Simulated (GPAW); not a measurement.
**One shape, several levels: SbH3O2 (SMILES [OH][SbH][OH])**

Aim: a comparison of 3 runs (PBE/real-space grid, revPBE/real-space grid, PBE/dzp) of SbH3O2. 

The calculation is run with GPAW 26.7.0.

3 further runs of the same task are left out: 3 set aside as unsound or not needed.

### 1 The system as given

SbH3O2 has 6 atoms, charge 0, and is taken as a singlet. SMILES: `[OH][SbH][OH]`. The shape comes from GFN2-xTB, which is rough for such elements, and wasn't checked as a minimum. This is one conformer, not always the lowest.

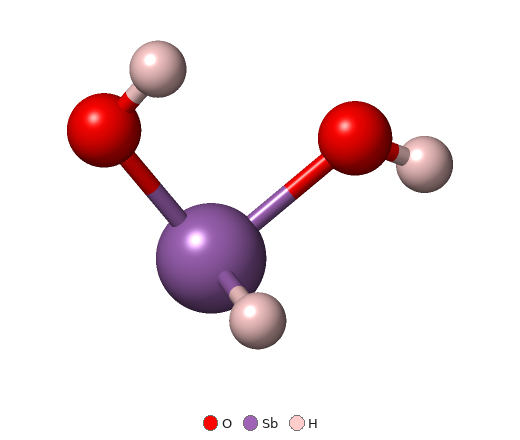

Viewed from a chosen angle; oxygen red, antimony purple, hydrogen pink.

### 2 The charge distribution at PBE/real-space grid (scalar-relativistic datasets) (run 1)

The input, mol.xyz:

```xyz
6

O     -1.066100    -0.660710    -0.207160
Sb     0.551070     0.262610    -0.859830
O      1.461070    -0.177390     0.782660
H     -1.707670    -0.835450    -0.892030
H     -0.034890     1.771550    -0.272670
H      0.796520    -0.360610     1.449030
```

The input, mol_sp.py:

```python
import numpy as np
from ase.io import read
from ase.units import Debye
from gpaw import GPAW

atoms = read('mol.xyz')
atoms.center(vacuum=4.5)

dft = GPAW(mode='fd', h=0.18, xc='PBE', maxiter=150, txt='-')
atoms.calc = dft

energy = atoms.get_potential_energy()
print(f'Energy: {energy:.5f} eV')
forces = atoms.get_forces()
print('Forces (eV/Ang)')
for symbol, f in zip(atoms.symbols, forces):
    print(f'{symbol:2} {f[0]:9.4f} {f[1]:9.4f} {f[2]:9.4f}')
dipole = atoms.get_dipole_moment() / Debye
print(f'Dipole: {np.linalg.norm(dipole):.3f} D')
homo, lumo = dft.get_homo_lumo()
print(f'HOMO = {homo:.3f} eV')
print(f'LUMO: {lumo:.3f} eV')
print(f'Gap: {lumo - homo:.3f} eV')
```

Launch:

```bash
python3 mol_sp.py
```

Output:

```text
[...]
Number of symmetries: 1
[...]
  Number of IBZ points: 1
[...]
Spin-components: 1 (collinear spins)
Bands:           20
[...]
  Valence electrons: 30.0
[...]
  Grid points: [68 64 64]
  Charge: 0.0  # |e|
[...]
    cutoffs:
[...]
occupation numbers:
  # Zero width
[...]
xc functional:
  name: PBE with 2 nearest neighbor stencil
[...]
|iter     |     time |      energy | eigst |  dens |
[...]
|iter:   1| 00:00:03 |  -33.112547 | +1.02 |       |
[...]
|iter:  15| 00:00:26 |  -28.842358c| -7.65c| -5.92c|
Converged in 15 steps
[...]
Energy contributions relative to reference atoms: (reference = -180400.733337)
Energy contributions:
  Kinetic:          35.989668
  Coulomb:         -38.622675
  Zero:              0.963841
  External:          0.000000
  Xc:              -27.173192
  Entropy:           0.000000
  Spinorbit:         0.000000
  ----------------------------
  Free energy:     -28.842358
  Extrapolated:    -28.842358
dipole moment: (-0.234098, 0.064658, -0.407536)  # |e|*Ang
Fermi level: -4.128
[...]
Gap: 4.072 eV
Transition (v -> c):
[...]
Forces (eV/Ang)
O     0.2327   -0.0703    0.5884
Sb   -0.0820    0.1406   -0.7395
O     1.0393   -0.1804    0.0813
H    -0.6045   -0.2530   -0.6278
H    -0.0832    0.4143    0.0137
H    -0.5001   -0.0996    0.6642
Dipole: 2.279 D
HOMO = -6.163 eV
LUMO: -2.092 eV
Gap: 4.072 eV
```

Run time: 27 s. Hardware: 1 thread of Arm Neoverse V1, shared host; peak memory 0.82 GiB.

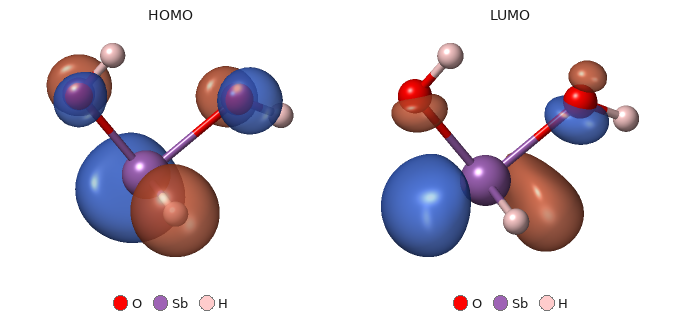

Frontier orbitals of this run, surfaces at ±0.2 Å^-3/2.

### 3 The solvation energy at revPBE/real-space grid (scalar-relativistic datasets, continuum, electrostatics alone, water's cavity toluene) (run 2)

The input, solv.py:

```python
import numpy as np
from ase import Atoms
from ase.units import Debye, kcal, mol
from gpaw import GPAW
from gpaw.solvation import EffectivePotentialCavity, GradientSurface, LinearDielectric, Power12Potential, SolvationGPAW

# Geometry
molecule = Atoms('OSbOHHH',
    positions=[[ -1.066100,  -0.660710,  -0.207160],
               [  0.551070,   0.262610,  -0.859830],
               [  1.461070,  -0.177390,   0.782660],
               [ -1.707670,  -0.835450,  -0.892030],
               [ -0.034890,   1.771550,  -0.272670],
               [  0.796520,  -0.360610,   1.449030]])
molecule.set_cell([13.0, 13.0, 13.0])
molecule.center()

# DFT calculator
calculator = GPAW(mode='fd', legacy_gpaw=True, h=0.2, maxiter=100, xc='revPBE', txt='-')
molecule.calc = calculator
e_gas = molecule.get_potential_energy()
mu_gas = np.linalg.norm(molecule.get_dipole_moment()) / Debye

# Dielectric constant of toluene; cavity of the water model, electrostatics alone
solvent = dict(cavity=EffectivePotentialCavity(effective_potential=Power12Potential(atomic_radii={'H': 1.09}, u0=0.18),
                                               temperature=298.15, surface_calculator=GradientSurface()),
               dielectric=LinearDielectric(epsinf=2.37),
               interactions=[])
calculator = SolvationGPAW(mode='fd', h=0.2, xc='revPBE', maxiter=100, txt='-', **solvent)
molecule.calc = calculator
e_sol = molecule.get_potential_energy()
mu_sol = np.linalg.norm(molecule.get_dipole_moment()) / Debye
dg = (e_sol - e_gas) / (kcal / mol)
print(f'Electrostatic solvation energy: {dg:.2f} kcal/mol')
print(f'Dipole {mu_gas:.3f} D in gas, {mu_sol:.3f} D in solution')
```

Launch:

```bash
python3 -u solv.py | tee solv.out
```

Output:

```text
[...]
    cutoffs:
[...]
  Total Charge: 0.000000
[...]
Number of atoms: 6
[...]
Number of bands in calculation: 20
Number of valence electrons: 30
[...]
iter:   1 hh:mm:ss   -32.235304
[...]
Converged after 19 iterations.
Dipole moment: (-0.228787, 0.059453, -0.400799) |e|*Ang
[...]
Fermi level: -4.07859
[...]
      Finite-difference x-derivative with O(h^6) error (6 points)
      Finite-difference y-derivative with O(h^6) error (6 points)
      Finite-difference z-derivative with O(h^6) error (6 points)
    Max iterations: 1000
[...]
iter:  19 hh:mm:ss   -28.363943c  -7.53c -5.47c
Converged after 19 iterations.
Dipole moment: (-0.254389, 0.070718, -0.464208) |e|*Ang
Energy contributions relative to reference atoms: (reference = -180410.919970)
Kinetic:        +37.053893
Potential:      -40.321684
External:        +0.000000
XC:             -26.518569
Entropy (-ST):   +0.000000
Local:           +1.422417
--------------------------
Free energy:    -28.363943
Extrapolated:   -28.363943
Solvation cavity surface area: 111.21639
Solvation cavity volume: not calculated (no calculator defined)
 Band  Eigenvalues  Occupancy
    0    -33.83518    2.00000
    1    -33.71805    2.00000
    2    -33.59511    2.00000
    3    -33.59059    2.00000
    4    -33.49716    2.00000
    5    -24.68703    2.00000
    6    -24.03889    2.00000
    7    -14.32418    2.00000
    8    -11.91004    2.00000
    9    -10.53777    2.00000
   10     -8.81166    2.00000
   11     -8.39382    2.00000
   12     -7.51841    2.00000
   13     -7.16133    2.00000
[...]
Fermi level: -3.96157
Gap: 4.174 eV
Transition (v -> c):
  (s=0, k=0, n=14, [0.00, 0.00, 0.00]) -> (s=0, k=0, n=15, [0.00, 0.00, 0.00])
No difference between direct/indirect transitions
Electrostatic solvation energy: -3.41 kcal/mol
Dipole 2.235 D in gas, 2.565 D in solution
```

Wall time 77 s (1 thread of Arm Neoverse V1, shared host); peak memory 0.9 GiB.

### 4 The charge distribution at PBE/dzp (scalar-relativistic datasets) (run 3)

The input, molecule.xyz:

```xyz
6

O     -1.066100    -0.660710    -0.207160
Sb     0.551070     0.262610    -0.859830
O      1.461070    -0.177390     0.782660
H     -1.707670    -0.835450    -0.892030
H     -0.034890     1.771550    -0.272670
H      0.796520    -0.360610     1.449030
```

The input, sp.py:

```python
import numpy as np
from ase.io import read
from ase.units import Debye
from gpaw import GPAW

# Set up the molecule
molecule = read('molecule.xyz')
molecule.center(vacuum=4.5)

# Calculator
calc = GPAW(mode='lcao', basis='dzp', h=0.18, xc='PBE', maxiter=150, txt='-')
molecule.calc = calc

energy = molecule.get_potential_energy()
print(f'Energy                  {energy:.5f} eV')
forces = molecule.get_forces()
print('Forces (eV/Ang)')
for symbol, f in zip(molecule.symbols, forces):
    print(f'{symbol:2} {f[0]:9.4f} {f[1]:9.4f} {f[2]:9.4f}')
dipole = molecule.get_dipole_moment() / Debye
print(f'Dipole: {np.linalg.norm(dipole):.3f} D')
homo, lumo = calc.get_homo_lumo()
print(f'HOMO: {homo:.3f} eV')
print(f'LUMO                    {lumo:.3f} eV')
print(f'Gap                     {lumo - homo:.3f} eV')
```

Launch:

```bash
python sp.py
```

Output:

```text
[...]
Number of symmetries: 1
[...]
  Number of IBZ points: 1
[...]
basis functions: 64
Spin-components: 1 (collinear spins)
Bands:           20
[...]
  Valence electrons: 30.0
[...]
  Grid points: [68 64 64]
  Charge: 0.0  # |e|
[...]
    cutoffs:
[...]
occupation numbers:
  # Zero width
[...]
xc functional:
  name: PBE with 2 nearest neighbor stencil
[...]
|iter     |     time |      energy | eigst |  dens |
[...]
|iter:   1| 00:00:05 |  -28.810209 |      c|       |
[...]
|iter:   9| 00:00:10 |  -25.694481c|      c| -4.09c|
Converged in 9 steps
[...]
Energy contributions relative to reference atoms: (reference = -180400.733337)
Energy contributions:
  Kinetic:          46.242774
  Coulomb:         -43.724982
  Zero:              0.380175
  External:          0.000000
  Xc:              -28.592447
  Entropy:           0.000000
  Spinorbit:         0.000000
  ----------------------------
  Free energy:     -25.694481
  Extrapolated:    -25.694481
dipole moment: (-0.218651, 0.065555, -0.417650)  # |e|*Ang
Fermi level: -3.564
[...]
Gap: 4.249 eV
Transition (v -> c):
[...]
Forces (eV/Ang)
O     0.3654   -0.1249    1.3312
Sb   -0.0102    0.3216   -1.2603
O     1.9243   -0.2315    0.0153
H    -1.0312   -0.3666   -1.1887
H    -0.1388    0.5627    0.0266
H    -1.0932   -0.1961    1.0757
Dipole: 2.286 D
HOMO: -5.688 eV
LUMO                    -1.439 eV
Gap                     4.249 eV
```

It took 11 s on 1 thread of Arm Neoverse V1, shared host; peak memory 0.68 GiB.

### 5 All runs side by side

```csv
run,level,task,grid spacing,energy (Eh),dipole moment (D),HOMO energy (eV),LUMO energy (eV),wall time
1,PBE/real-space grid (scalar-relativistic datasets),properties,0.18,-6630.664607,2.28,-6.16,-2.09,27 s
2,"revPBE/real-space grid (scalar-relativistic datasets, continuum, electrostatics alone, water's cavity toluene)",solvation,0.2,-6631.021378,2.57,-6.05,-1.87,77 s
3,PBE/dzp (scalar-relativistic datasets),properties,0.18,-6630.548925,2.29,-5.69,-1.44,11 s
```

### 6 What came out

```
                                                     quantity        value
run 3: energy as printed (from the program's reference atoms)  -25.6945 eV
                                         run 3: dipole moment       2.29 D
                                           run 3: HOMO energy     -5.69 eV
                                           run 3: LUMO energy     -1.44 eV
                                         run 3: HOMO–LUMO gap      4.25 eV
                              run 3: largest force on an atom   1.938 eV/Å
```

What this shows: The dipole moment (its size) runs from 2.28 D (PBE/real-space grid) to 2.57 D (revPBE/real-space grid). The two ends differ in method and solvent. The HOMO–LUMO gap runs from 4.07 eV (PBE/real-space grid) to 4.25 eV (PBE/dzp). Totals of different functionals can't be ranked against each other. All runs together took 1.9 min, the longest 77 s.
